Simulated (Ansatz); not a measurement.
# Hypothetical R-3m LuCuSe2: response to strain

The reference is LuCuSe2 (space group R-3m, No. 166; a = 3.995 Å, c = 18.405 Å (hexagonal axes); a hypothetical phase, not in the database extracts checked).

Strains are applied to the cell and any free atomic positions relax.

Calculations: PBE, PAW, 420 eV (Ansatz, a first-principles code; scalar-relativistic without spin-orbit coupling).

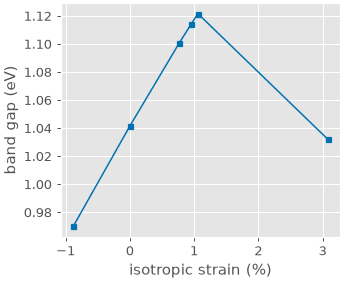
Band gap against isotropic strain

```csv
isotropic strain (%),band gap
-0.88,0.97 eV
0.77,1.10 eV
0.96,1.11 eV
1.06,1.12 eV
3.08,1.03 eV
```

Whether these cells are dynamically stable was not tested. The final runs are not spin-polarised.
